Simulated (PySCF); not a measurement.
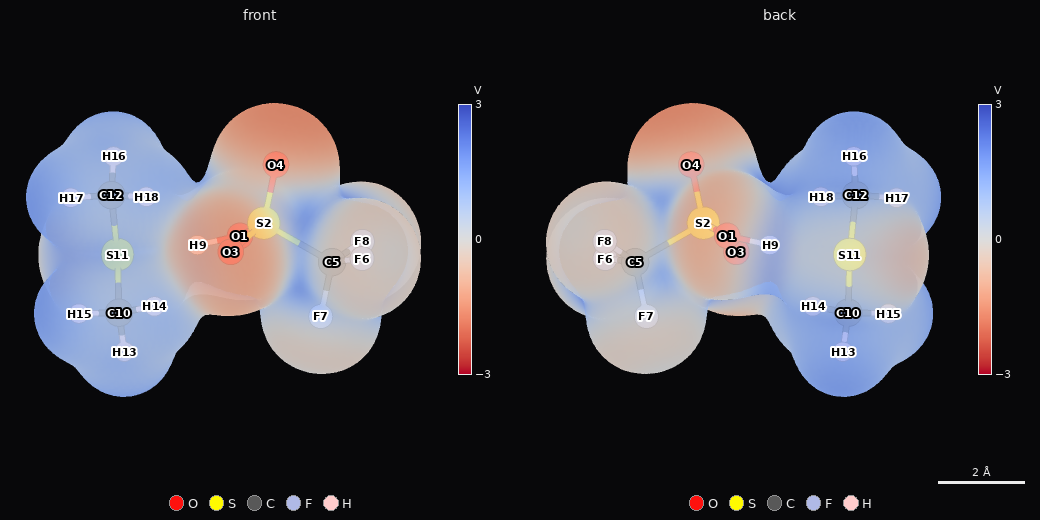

Figure. CHF₃O₃S···C₂H₆S. The electrostatic potential painted on the density surface at 0.004 e/bohr³, seen from the front and from behind; red is negative and blue positive.

Geometry: GFN2-xTB.

All numbers below come from PBE0-D3(BJ)/def2-SVP, SCF density, gas phase (PySCF 2.14.0).

Input file:

```
{"job": {"kind": "inter", "xc": "PBE0", "basis": "def2-SVP", "disp": "d3bj", "pairs": false}, "charge": 0, "multiplicity": 1, "parts": [{"atoms": "0-8", "charge": 0, "multiplicity": 1}, {"atoms": "9-17", "charge": 0, "multiplicity": 1}]}
O      1.955615    -0.257535    -0.124074
S      0.834550     0.687694    -0.622767
O      0.749711     0.639582    -2.047472
O      0.874466     1.953520     0.014259
C     -0.607281    -0.268034     0.052862
F     -1.747890     0.336054    -0.250147
F     -0.605558    -1.480218    -0.488448
F     -0.516245    -0.384182     1.367504
H      2.719727    -0.413799    -0.789291
C      3.023663    -0.988205    -3.526575
S      4.056011    -0.411328    -2.144122
C      3.929135     1.381978    -2.415890
H      2.978917    -2.070205    -3.461454
H      2.032338    -0.553777    -3.433580
H      3.492193    -0.691845    -4.460225
H      4.445463     1.868975    -1.595311
H      4.409426     1.630914    -3.357644
H      2.881087     1.667189    -2.426401
```

Run with:

```sh
OMP_NUM_THREADS=1 python cluster_run.py task.json out
```

### Describe the electrostatic potential map.

The most negative region (about −1.5 V, or −35 kcal/mol for a unit charge) lies over O4, the most positive (about +1.9 V, or +44 kcal/mol for a unit charge) over S2 and C12. O4 is the likeliest acceptor of a hydrogen bond.

### How polar is the complex by this calculation?

Its dipole moment is 3.54 D.
